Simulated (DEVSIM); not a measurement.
Device: Cr/Si3N4/p-Si capacitor, at 300 K.

```
layer (left to right)  material  thickness (nm)  Na (cm⁻³)
---------------------  --------  --------------  ---------
1                         Si3N4            4.60          -
2                            Si            8700     4.4e15
```

Metal gate on the left, work function 4.5 eV. Fixed charge at the semiconductor interface -2e10 cm⁻² (in units of +e); no interface traps.

This is a model device: material constants are rounded textbook-type values typed into the input, and sizes, dopings and lifetimes were drawn at random. Values at 300 K.

```csv
parameter,Si3N4,Si
gap (eV),5.1,1.124
affinity (eV),2.1,4.05
permittivity,7.5,11.7
Nc (cm⁻³),-,2.86e19
Nv (cm⁻³),-,3.1e19
```

Model (solved in DEVSIM): 1D Poisson equation in equilibrium, Boltzmann statistics, complete ionisation; no quantum confinement or tunnelling. Metal contacts follow the ideal Schottky-Mott rule: no Fermi-level pinning, no interface dipoles.

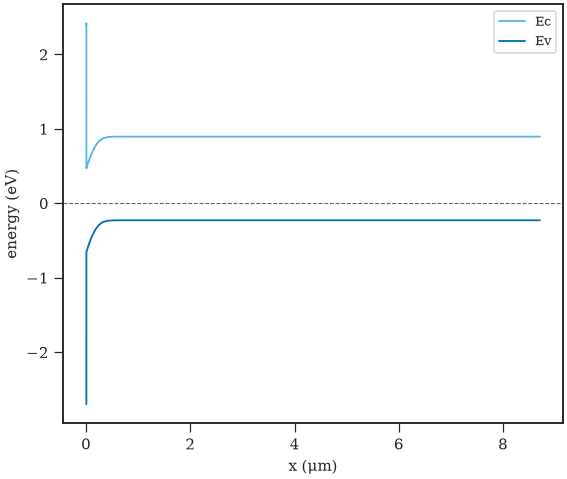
Fig. 1. Band edges at 0.0 V on the gate

Energies count from the Fermi level of the right contact; mesh points crowd at the junctions.

```tsv
x (μm)	Ec (eV)	Ev (eV)	n (cm⁻³)	p (cm⁻³)	field (V/cm)
0.000	2.400	-2.700	< 1e2	< 1e2	41000
0.001225	2.405	-2.695	< 1e2	< 1e2	41000
0.002880	2.412	-2.688	< 1e2	< 1e2	41000
0.004271	2.418	-2.682	< 1e2	< 1e2	41000
0.006147	0.473	-0.651	3.3e11	3.5e8	23000
0.009757	0.481	-0.643	2.4e11	4.9e8	23000
0.01769	0.499	-0.625	1.2e11	9.8e8	22000
0.04704	0.562	-0.562	1.0e10	1.1e10	20000
0.1052	0.669	-0.455	1.6e8	7.1e11	16000
0.2409	0.831	-0.293	320000	3.7e14	7400
0.5390	0.894	-0.230	27000	4.3e15	120
1.642	0.895	-0.229	26000	4.4e15	≈ 0
3.827	0.895	-0.229	26000	4.4e15	≈ 0
6.570	0.895	-0.229	26000	4.4e15	≈ 0
8.008	0.895	-0.229	26000	4.4e15	≈ 0
8.396	0.895	-0.229	26000	4.4e15	≈ 0
8.573	0.895	-0.229	26000	4.4e15	≈ 0
8.649	0.895	-0.229	26000	4.4e15	≈ 0
8.687	0.895	-0.229	26000	4.4e15	≈ 0
8.697	0.895	-0.229	26000	4.4e15	≈ 0
8.702	0.895	-0.229	26000	4.4e15	≈ 0
8.705	0.895	-0.229	26000	4.4e15	≈ 0
```
